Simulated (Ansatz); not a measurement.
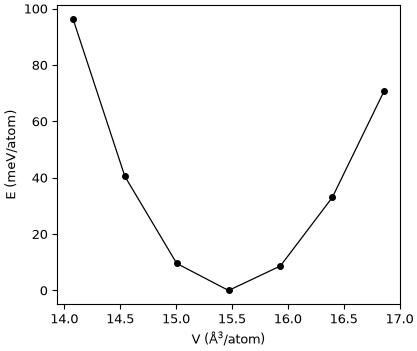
Fig. 1. TaP in space group P-6m2 (No. 187; Ta on 1e, P on 1b) under volume change, the program Ansatz at the PBEsol level (PAW), shape and atoms relaxed at each volume.

What does a third-order Birch–Murnaghan fit give for V₀, B₀ and B′?

V₀ = 15.47 Å³/atom, B₀ = 210 GPa, B′ = 4.1.

The first step of the workflow began from a Materials Project structure, measured or hypothetical; the Crystallography Open Database copy checked does not list it. COD files the formula under space group No. 141, so this cell is another polymorph or a model. Whether it is the stable phase at ambient conditions was not checked. The cell was relaxed with PBEsol under the symmetry of its start; of distortions, only those at the zone centre were tested. The run is not spin-polarised. Scalar-relativistic: spin–orbit coupling is off unless named, which matters more the heavier the elements.

Potentials: the later of the program's two PAW sets.
